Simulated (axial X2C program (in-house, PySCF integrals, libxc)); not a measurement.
**Run report: KN⁺, relativistic diatomic calculation**

System: KN⁺, single determinant with Ω = 1/2 (not the lowest found).
Method: PBE0, two-component X2C with atomic mean-field Coulomb and Gaunt terms, K dyall-cv3z, N dyall-av3z (cores contracted) (axial X2C program (in-house, PySCF integrals, libxc)).

Results in brief:

- outcome: converged
- bond length rₑ: 3.154 Å
- ωₑ: 89.55 cm⁻¹
- energy at the minimum: −656.32818 hartree
- depth below the fragments: −1.05 eV
- hardware: 1 thread of INTEL XEON PLATINUM @ 2.10GHz (Emerald Rapids), 24 GiB of memory available, shared host
- wall time: 3.1 s
- peak memory: 0.79 GiB

Remarks:

Caveats: 9 of the 10 points asked for were kept.

Input file:
```
{"zs": [19, 7], "q": 1, "bas": ["dyall-cv3z", "dyall-av3z"], "levels": ["PBE0", "HF", "PW91"], "cc": true, "r0": 2.53, "thr": -2.0, "nmax": 90, "npts": 10, "nst": 2, "ntry": 6}
```

The line is the task of a batch: nuclear charges, charge, bases, the levels to run, a first guess of the distance and further settings. This report covers PBE0 with spin-orbit coupling. The log is that of the reference distance 3.137 Å, started from orbitals converged before.

Launched within a batch (the task file carries these settings):
```bash
python <driver script> task.json out
```

The program's output:
```
two-component X2C + atomic mean field  PBE0
basis functions 155  fitting functions 656  grid points 5085
iter        total energy     max residual
   1       -656.328182960     2.36e-05
   2       -656.328182961     3.29e-06
converged
one-electron -940.41686498  Coulomb 301.81460718  exact exchange -9.82198039  xc functional -30.22334771  nuclear repulsion 22.43562928  atomic mean-field constant -0.11622634
```

The points of the curve:

```tsv
R (Å)	E (hartree)	dipole (D; origin at the first atom, positive when the second is positive)	highest filled (eV)	lowest empty (eV)
2.729	−656.326187	0.69	−14.69	−9.11
2.855	−656.327381	0.66	−14.49	−8.94
2.949	−656.327860	0.64	−14.35	−8.81
3.043	−656.328103	0.62	−14.21	−8.68
3.137	−656.328183	0.60	−14.07	−8.55
3.247	−656.328143	0.57	−13.91	−8.40
3.357	−656.328015	0.54	−13.76	−8.26
3.498	−656.327782	0.50	−13.58	−8.08
3.670	−656.327462	0.46	−13.37	−7.87
```

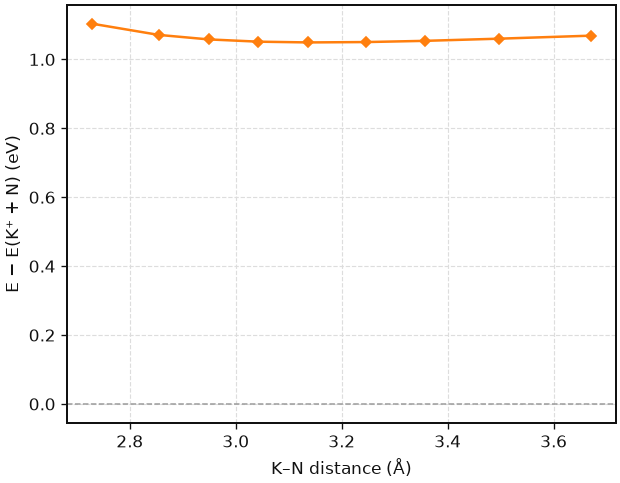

Fig. 1: Energy at 9 bond lengths, for one set of occupations held fixed; the line joins the points. A polynomial of degree 6 through 9 points gives rₑ = 3.154 Å, ωₑ = 89.55 cm⁻¹, ωₑxₑ = 3.6 cm⁻¹ and Bₑ = 0.1645 cm⁻¹. The whole curve lies above K⁺ + N, so the molecule isn't bound against them at this level.

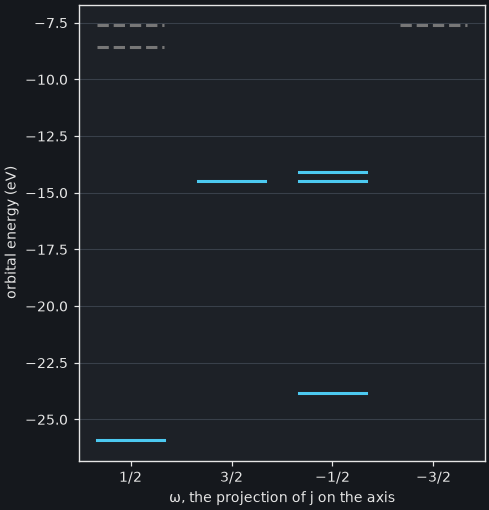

Fig. 2: Orbital energies near the frontier at 3.14 Å, filled (solid) and empty (dashed). The highest filled spinor (−1/2; 97 % N p) lies at −14.07 eV, the lowest empty one (1/2; 93 % N p, 3 % K s) at −8.55 eV.
